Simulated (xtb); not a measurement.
**Run report: CH$_{8}$OSSi$_{2}$, geometry relaxation (part 3 of 4)**

CH$_{8}$OSSi$_{2}$; GFN2-xTB (xtb 6.7.1). 

Geometry of the input (Å):
```
Si -1.7811  1.0351  1.1340
C  -0.6175  0.4981  -0.3642
O  -0.0904  -0.7164  -0.0917
Si 1.2268  -1.4416  -0.7287
S  2.7899  -0.1247  -0.8827
H  -0.7334  1.0975  2.2470
H  -2.4134  2.2493  0.6585
H  -2.7297  -0.1431  1.2603
H  -1.2747  0.3197  -1.3882
H  0.0779  1.2547  -0.6760
H  1.4889  -2.3889  0.1722
H  1.0359  -1.8345  -2.2414
H  2.7755  0.3893  0.4344
```

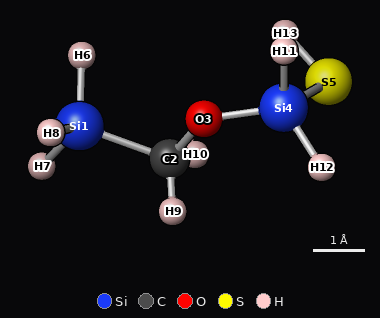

Figure 1. The geometry at step 8 of the log (ball-and-stick view, seen at a tilt; atoms are numbered from 1 in the order of the input).

**Output, continued**
```
 ---------------------------------
O3-C2-Si1-H6= 60.93           O3-C2-Si1-H7=180.97           O3-C2-Si1-H8=301.37           H9-C2-Si1-H6=179.75
H9-C2-Si1-H7=299.79           H9-C2-Si1-H8= 60.20           H10-C2-Si1-H6=300.85          H10-C2-Si1-H7= 60.89
H10-C2-Si1-H8=181.30          Si4-O3-C2-Si1=201.11          Si4-O3-C2-H9= 79.98           Si4-O3-C2-H10=323.32
S5-Si4-O3-C2= 51.16           H11-Si4-O3-C2=168.17          H12-Si4-O3-C2=295.95          H13-S5-Si4-O3= 45.60
H13-S5-Si4-H11=295.75         H13-S5-Si4-H12=169.05
           -------------------------------------------------
          |                Final Singlepoint                |
           -------------------------------------------------

          ...................................................
          :                      SETUP                      :
          :.................................................:
          :  # basis functions                  46          :
          :  # atomic orbitals                  43          :
          :  # shells                           21          :
          :  # electrons                        32          :
          :  max. iterations                   250          :
          :  Hamiltonian                  GFN2-xTB          :
          :  restarted?                      false          :
          :  GBSA solvation                  false          :
          :  PC potential                    false          :
          :  electronic temp.          300.0000000     K    :
          :  accuracy                    1.0000000          :
          :  -> integral cutoff          0.2500000E+02      :
          :  -> integral neglect         0.1000000E-07      :
          :  -> SCF convergence          0.1000000E-05 Eh   :
          :  -> wf. convergence          0.1000000E-03 e    :
          :  Broyden damping             0.4000000          :
          :  net charge                          0          :
          :  unpaired electrons                  0          :
          ...................................................

 iter      E             dE          RMSdq      gap      omega  full diag
   1    -17.1921146 -0.171921E+02  0.140E-04    4.76       0.0  T
   2    -17.1921146 -0.111875E-10  0.913E-05    4.76     303.8  T
   3    -17.1921146  0.216360E-11  0.793E-05    4.76     349.7  T

   *** convergence criteria satisfied after 3 iterations ***

         #    Occupation            Energy/Eh            Energy/eV
      -------------------------------------------------------------
         1        2.0000           -0.7788518             -21.1936
       ...           ...                  ...                  ...
        10        2.0000           -0.4557195             -12.4008
        11        2.0000           -0.4423565             -12.0371
        12        2.0000           -0.4404468             -11.9852
        13        2.0000           -0.4365916             -11.8803
        14        2.0000           -0.4096480             -11.1471
        15        2.0000           -0.4061640             -11.0523
        16        2.0000           -0.3750593             -10.2059 (HOMO)
        17                         -0.2000328              -5.4432 (LUMO)
        18                         -0.1944081              -5.2901
        19                         -0.1916462              -5.2150
        20                         -0.1835966              -4.9959
        21                         -0.1733337              -4.7167
       ...                                ...                  ...
        43                          0.8240421              22.4233
      -------------------------------------------------------------
                  HL-Gap            0.1750265 Eh            4.7627 eV
             Fermi-level           -0.2875461 Eh           -7.8245 eV

 SCC (total)                   0 d,  0 h,  0 min,  0.017 sec
 SCC setup                      ...        0 min,  0.000 sec (  0.725%)
 Dispersion                     ...        0 min,  0.000 sec (  0.404%)
 classical contributions        ...        0 min,  0.000 sec (  0.143%)
 integral evaluation            ...        0 min,  0.004 sec ( 21.378%)
 iterations                     ...        0 min,  0.004 sec ( 26.967%)
 molecular gradient             ...        0 min,  0.008 sec ( 49.002%)
 printout                       ...        0 min,  0.000 sec (  1.202%)

         :::::::::::::::::::::::::::::::::::::::::::::::::::::
         ::                     SUMMARY                     ::
         :::::::::::::::::::::::::::::::::::::::::::::::::::::
         :: total energy             -17.060445295212 Eh    ::
         :: gradient norm              0.000809156543 Eh/a0 ::
         :: HOMO-LUMO gap              4.762714842296 eV    ::
         ::.................................................::
         :: SCC energy               -17.192096262231 Eh    ::
         :: -> isotropic ES            0.052565209097 Eh    ::
         :: -> anisotropic ES          0.001012376977 Eh    ::
         :: -> anisotropic XC          0.002086765820 Eh    ::
         :: -> dispersion             -0.009354973180 Eh    ::
         :: repulsion energy           0.131650967019 Eh    ::
         :: add. restraining           0.000000000000 Eh    ::
         :: total charge               0.000000000000 e     ::
         :::::::::::::::::::::::::::::::::::::::::::::::::::::

           -------------------------------------------------
          |                Property Printout                |
           -------------------------------------------------

    * Orbital Energies and Occupations

         #    Occupation            Energy/Eh            Energy/eV
      -------------------------------------------------------------
         1        2.0000           -0.7788518             -21.1936
       ...           ...                  ...                  ...
         4        2.0000           -0.6577852             -17.8992
         5        2.0000           -0.5975237             -16.2594
         6        2.0000           -0.5405838             -14.7100
         7        2.0000           -0.5302927             -14.4300
         8        2.0000           -0.5074615             -13.8087
         9        2.0000           -0.4828539             -13.1391
        10        2.0000           -0.4557195             -12.4008
        11        2.0000           -0.4423565             -12.0371
        12        2.0000           -0.4404468             -11.9852
        13        2.0000           -0.4365916             -11.8803
        14        2.0000           -0.4096480             -11.1471
        15        2.0000           -0.4061640             -11.0523
        16        2.0000           -0.3750593             -10.2059 (HOMO)
        17                         -0.2000328              -5.4432 (LUMO)
        18                         -0.1944081              -5.2901
        19                         -0.1916462              -5.2150
        20                         -0.1835966              -4.9959
        21                         -0.1733337              -4.7167
        22                         -0.1637227              -4.4551
        23                         -0.1350151              -3.6739
        24                         -0.1000578              -2.7227
        25                         -0.0928344              -2.5262
        26                         -0.0420958              -1.1455
        27                         -0.0413435              -1.1250
       ...                                ...                  ...
        43                          0.8240421              22.4233
      -------------------------------------------------------------
                  HL-Gap            0.1750265 Eh            4.7627 eV
             Fermi-level           -0.2875461 Eh           -7.8245 eV

     #   Z          covCN         q      C6AA      α(0)
     1  14 si       3.642     0.448    98.883    19.070
     2   6 c        3.619    -0.016    21.344     6.663
     3   8 o        1.632    -0.377    20.414     6.099
     4  14 si       3.535     0.547    98.254    19.116
     5  16 s        1.797    -0.413   159.327    21.246
     6   1 h        0.918    -0.076     4.797     3.425
     7   1 h        0.918    -0.088     5.147     3.548
     8   1 h        0.919    -0.074     4.722     3.399
     9   1 h        0.924     0.013     2.844     2.637
    10   1 h        0.924     0.012     2.863     2.646
    11   1 h        0.922    -0.067     4.547     3.335
    12   1 h        0.921    -0.067     4.542     3.333
    13   1 h        0.923     0.158     1.339     1.810

 Mol. C6AA /au·bohr⁶  :       3207.152479
 Mol. C8AA /au·bohr⁸  :     124314.977405
 Mol. α(0) /au        :         96.325929

Wiberg/Mayer (AO) data.
largest (>0.10) Wiberg bond orders for each atom

 ---------------------------------------------------------------------------
     #   Z sym  total        # sym  WBO       # sym  WBO       # sym  WBO
 ---------------------------------------------------------------------------
     1  14 si   3.594 --     8 h    0.904     6 h    0.904     7 h    0.898
                             2 c    0.855
     2   6 c    3.891 --    10 h    0.988     9 h    0.985     3 o    0.967
                             1 si   0.855
     3   8 o    2.292 --     4 si   1.195     2 c    0.967
     4  14 si   3.939 --     3 o    1.195     5 s    0.942    12 h    0.881
                            11 h    0.872
     5  16 s    2.028 --    13 h    0.955     4 si   0.942
     6   1 h    0.994 --     1 si   0.904
     7   1 h    0.991 --     1 si   0.898
     8   1 h    0.994 --     1 si   0.904
     9   1 h    1.000 --     2 c    0.985
    10   1 h    1.000 --     2 c    0.988
    11   1 h    0.995 --     4 si   0.872
    12   1 h    0.995 --     4 si   0.881
    13   1 h    0.975 --     5 s    0.955
 ---------------------------------------------------------------------------

Topologies differ in total number of bonds
Writing topology from bond orders to xtbtopo.mol

molecular dipole:
                 x           y           z       tot (Debye)
 q only:       -1.019       0.080       0.554
   full:       -1.057      -0.134       0.313       2.822
molecular quadrupole (traceless):
                xx          xy          yy          xz          yz          zz
 q only:       -4.934      -3.225       3.765       2.823       2.530       1.169
  q+dip:       -8.996      -1.851       4.330       6.973       1.473       4.666
   full:       -8.409      -2.482       4.758       6.256       2.438       3.651

           -------------------------------------------------
          |                Geometry Summary                 |
           -------------------------------------------------

      molecular mass/u    :      124.3094517
   center of mass at/Å    :        0.5390828      -0.1597509      -0.2045462
  moments of inertia/u·Å² :        0.9805078E+02   0.5049687E+03   0.5647361E+03
rotational constants/cm⁻¹ :        0.1719276E+00   0.3338352E-01   0.2985046E-01

 * 12 selected distances

     #   Z          #   Z                                           value/Å
     1  14 si       2   6 c                                       1.9071324
     2   6 c        3   8 o                                       1.4177237
     3   8 o        4  14 si                                      1.6123545
     4  14 si       5  16 s                                       2.1572632 (max)
     1  14 si       6   1 h                                       1.4628757
     1  14 si       7   1 h                                       1.4636095
     1  14 si       8   1 h                                       1.4612715
     2   6 c        9   1 h                                       1.0936550 (min)
     2   6 c       10   1 h                                       1.0942143
     4  14 si      11   1 h                                       1.4480033
     4  14 si      12   1 h                                       1.4540618
     5  16 s       13   1 h                                       1.3259241

 * 7 distinct bonds (by element types)

   Z      Z             #   av. dist./Å        max./Å        min./Å
   1 H    6 C           2     1.0939347     1.0942143     1.0936550
   6 C    8 O           1     1.4177237     1.4177237     1.4177237
   1 H   14 Si          5     1.4579643     1.4636095     1.4480033
   6 C   14 Si          1     1.9071324     1.9071324     1.9071324
   8 O   14 Si          1     1.6123545     1.6123545     1.6123545
   1 H   16 S           1     1.3259241     1.3259241     1.3259241
  14 Si  16 S           1     2.1572632     2.1572632     2.1572632

optimized geometry written to: xtbopt.tmol

           -------------------------------------------------
          | TOTAL ENERGY              -17.060445295212 Eh   |
          | GRADIENT NORM               0.000809156543 Eh/α |
          | HOMO-LUMO GAP               4.762714842296 eV   |
           -------------------------------------------------

------------------------------------------------------------------------
------------------------------------------------------------------------
 total:
 *  cpu-time:     0 d,  0 h,  0 min,  0.396 sec
 * ratio c/w:     0.998 speedup
 SCF:
 *  cpu-time:     0 d,  0 h,  0 min,  0.025 sec
 * ratio c/w:     0.996 speedup
 ANC optimizer:
 *  cpu-time:     0 d,  0 h,  0 min,  0.348 sec
 * ratio c/w:     0.999 speedup
```

**Standard error**
```
normal termination of xtb
```

**Trajectory as extended XYZ (Å, eV, eV/Å), 15 of the 18 frames kept, from step=0 to step=17**
```
13
Properties=species:S:1:pos:R:3 step=0 energy=-463.30246
Si   -1.7811    1.0351    1.1340
C    -0.6175    0.4981   -0.3642
O    -0.0904   -0.7164   -0.0917
Si    1.2268   -1.4416   -0.7287
S     2.7899   -0.1247   -0.8827
H    -0.7334    1.0975    2.2470
H    -2.4134    2.2493    0.6585
H    -2.7297   -0.1431    1.2603
H    -1.2747    0.3197   -1.3882
H     0.0779    1.2547   -0.6760
H     1.4889   -2.3889    0.1722
H     1.0359   -1.8345   -2.2414
H     2.7755    0.3893    0.4344
13
Properties=species:S:1:pos:R:3 step=1 energy=-463.86068
Si   -1.7735    1.0215    1.1231
C    -0.6431    0.4966   -0.3914
O    -0.0843   -0.7323   -0.0991
Si    1.2118   -1.4406   -0.7566
S     2.7998   -0.1027   -0.8740
H    -0.7583    1.0944    2.2318
H    -2.4112    2.2539    0.6849
H    -2.7220   -0.1256    1.2763
H    -1.2705    0.3452   -1.3766
H     0.0843    1.2559   -0.6783
H     1.5011   -2.4168    0.2075
H     1.0523   -1.8366   -2.2287
H     2.7682    0.3816    0.4146
13
Properties=species:S:1:pos:R:3 step=2 energy=-464.18418
Si   -1.7600    1.0015    1.1018
C    -0.6802    0.4931   -0.4325
O    -0.0762   -0.7501   -0.1065
Si    1.1971   -1.4477   -0.7876
S     2.8186   -0.0648   -0.8602
H    -0.8013    1.0973    2.2077
H    -2.4078    2.2603    0.7239
H    -2.7111   -0.0949    1.2989
H    -1.2614    0.3695   -1.3489
H     0.0932    1.2489   -0.6774
H     1.5098   -2.4469    0.2210
H     1.0742   -1.8397   -2.1943
H     2.7598    0.3679    0.3876
13
Properties=species:S:1:pos:R:3 step=4 energy=-464.23044
Si   -1.7474    0.9921    1.0699
C    -0.6849    0.4951   -0.4397
O    -0.0737   -0.7468   -0.1110
Si    1.2084   -1.4511   -0.7905
S     2.8351   -0.0336   -0.8689
H    -0.8340    1.1188    2.2005
H    -2.4026    2.2651    0.7586
H    -2.7102   -0.0744    1.3152
H    -1.2723    0.3544   -1.3491
H     0.0912    1.2314   -0.6736
H     1.5068   -2.4675    0.1989
H     1.0797   -1.8406   -2.1744
H     2.7585    0.3518    0.3976
13
Properties=species:S:1:pos:R:3 step=5 energy=-464.23365
Si   -1.7447    0.9904    1.0652
C    -0.6845    0.4943   -0.4400
O    -0.0733   -0.7457   -0.1117
Si    1.2126   -1.4506   -0.7863
S     2.8380   -0.0302   -0.8714
H    -0.8378    1.1227    2.2024
H    -2.4018    2.2639    0.7638
H    -2.7128   -0.0725    1.3143
H    -1.2741    0.3535   -1.3503
H     0.0914    1.2290   -0.6723
H     1.5042   -2.4713    0.1963
H     1.0778   -1.8413   -2.1736
H     2.7596    0.3522    0.3971
13
Properties=species:S:1:pos:R:3 step=6 energy=-464.23565
Si   -1.7417    0.9883    1.0627
C    -0.6841    0.4925   -0.4410
O    -0.0727   -0.7450   -0.1127
Si    1.2173   -1.4489   -0.7804
S     2.8410   -0.0288   -0.8736
H    -0.8401    1.1247    2.2060
H    -2.4009    2.2612    0.7676
H    -2.7164   -0.0718    1.3101
H    -1.2752    0.3560   -1.3512
H     0.0921    1.2281   -0.6710
H     1.5000   -2.4751    0.1964
H     1.0740   -1.8426   -2.1727
H     2.7613    0.3559    0.3933
13
Properties=species:S:1:pos:R:3 step=7 energy=-464.23626
Si   -1.7402    0.9871    1.0631
C    -0.6838    0.4917   -0.4421
O    -0.0724   -0.7451   -0.1135
Si    1.2195   -1.4475   -0.7778
S     2.8426   -0.0290   -0.8744
H    -0.8403    1.1239    2.2085
H    -2.4000    2.2594    0.7683
H    -2.7178   -0.0721    1.3067
H    -1.2759    0.3586   -1.3514
H     0.0923    1.2287   -0.6712
H     1.4971   -2.4769    0.1980
H     1.0716   -1.8435   -2.1713
H     2.7620    0.3591    0.3905
13
Properties=species:S:1:pos:R:3 step=8 energy=-464.23667
Si   -1.7386    0.9858    1.0643
C    -0.6833    0.4914   -0.4436
O    -0.0723   -0.7454   -0.1147
Si    1.2214   -1.4460   -0.7761
S     2.8444   -0.0294   -0.8748
H    -0.8402    1.1221    2.2111
H    -2.3986    2.2579    0.7682
H    -2.7181   -0.0728    1.3037
H    -1.2773    0.3610   -1.3515
H     0.0920    1.2298   -0.6724
H     1.4937   -2.4783    0.2001
H     1.0696   -1.8440   -2.1688
H     2.7622    0.3624    0.3882
13
Properties=species:S:1:pos:R:3 step=10 energy=-464.23709
Si   -1.7360    0.9844    1.0666
C    -0.6829    0.4920   -0.4460
O    -0.0730   -0.7458   -0.1181
Si    1.2234   -1.4444   -0.7756
S     2.8488   -0.0307   -0.8737
H    -0.8399    1.1183    2.2147
H    -2.3944    2.2571    0.7665
H    -2.7143   -0.0749    1.3028
H    -1.2824    0.3620   -1.3514
H     0.0900    1.2315   -0.6780
H     1.4860   -2.4800    0.2026
H     1.0695   -1.8422   -2.1646
H     2.7599    0.3672    0.3877
13
Properties=species:S:1:pos:R:3 step=11 energy=-464.23723
Si   -1.7355    0.9845    1.0666
C    -0.6834    0.4922   -0.4463
O    -0.0735   -0.7457   -0.1191
Si    1.2233   -1.4448   -0.7757
S     2.8502   -0.0317   -0.8721
H    -0.8395    1.1183    2.2148
H    -2.3933    2.2574    0.7662
H    -2.7125   -0.0756    1.3045
H    -1.2841    0.3610   -1.3511
H     0.0891    1.2314   -0.6803
H     1.4840   -2.4801    0.2026
H     1.0714   -1.8406   -2.1652
H     2.7585    0.3681    0.3887
13
Properties=species:S:1:pos:R:3 step=12 energy=-464.23750
Si   -1.7334    0.9847    1.0674
C    -0.6854    0.4926   -0.4479
O    -0.0749   -0.7453   -0.1228
Si    1.2233   -1.4458   -0.7757
S     2.8555   -0.0362   -0.8662
H    -0.8371    1.1193    2.2155
H    -2.3901    2.2576    0.7660
H    -2.7066   -0.0781    1.3091
H    -1.2900    0.3588   -1.3497
H     0.0862    1.2311   -0.6881
H     1.4762   -2.4811    0.2029
H     1.0776   -1.8355   -2.1681
H     2.7534    0.3724    0.3911
13
Properties=species:S:1:pos:R:3 step=13 energy=-464.23764
Si   -1.7317    0.9848    1.0681
C    -0.6870    0.4927   -0.4491
O    -0.0755   -0.7450   -0.1252
Si    1.2233   -1.4462   -0.7760
S     2.8592   -0.0398   -0.8616
H    -0.8344    1.1210    2.2154
H    -2.3893    2.2570    0.7667
H    -2.7032   -0.0794    1.3115
H    -1.2941    0.3579   -1.3488
H     0.0841    1.2308   -0.6929
H     1.4713   -2.4821    0.2028
H     1.0821   -1.8328   -2.1702
H     2.7500    0.3755    0.3928
13
Properties=species:S:1:pos:R:3 step=15 energy=-464.23808
Si   -1.7250    0.9854    1.0711
C    -0.6933    0.4930   -0.4546
O    -0.0766   -0.7429   -0.1345
Si    1.2239   -1.4458   -0.7788
S     2.8731   -0.0546   -0.8418
H    -0.8205    1.1313    2.2116
H    -2.3917    2.2531    0.7720
H    -2.6908   -0.0826    1.3203
H    -1.3100    0.3559   -1.3468
H     0.0750    1.2304   -0.7083
H     1.4546   -2.4875    0.1992
H     1.0991   -1.8264   -2.1774
H     2.7370    0.3853    0.4016
13
Properties=species:S:1:pos:R:3 step=16 energy=-464.23825
Si   -1.7226    0.9861    1.0718
C    -0.6957    0.4930   -0.4572
O    -0.0766   -0.7419   -0.1382
Si    1.2244   -1.4451   -0.7807
S     2.8784   -0.0602   -0.8327
H    -0.8134    1.1369    2.2079
H    -2.3957    2.2510    0.7745
H    -2.6855   -0.0834    1.3255
H    -1.3160    0.3554   -1.3471
H     0.0709    1.2310   -0.7129
H     1.4495   -2.4903    0.1956
H     1.1052   -1.8252   -2.1796
H     2.7317    0.3872    0.4068
13
Properties=species:S:1:pos:R:3 step=17 energy=-464.23837
Si   -1.7211    0.9869    1.0719
C    -0.6975    0.4930   -0.4595
O    -0.0765   -0.7411   -0.1411
Si    1.2250   -1.4444   -0.7823
S     2.8822   -0.0639   -0.8252
H    -0.8073    1.1420    2.2037
H    -2.4000    2.2493    0.7760
H    -2.6806   -0.0842    1.3315
H    -1.3199    0.3548   -1.3481
H     0.0675    1.2321   -0.7160
H     1.4464   -2.4928    0.1917
H     1.1089   -1.8242   -2.1811
H     2.7274    0.3868    0.4121
```
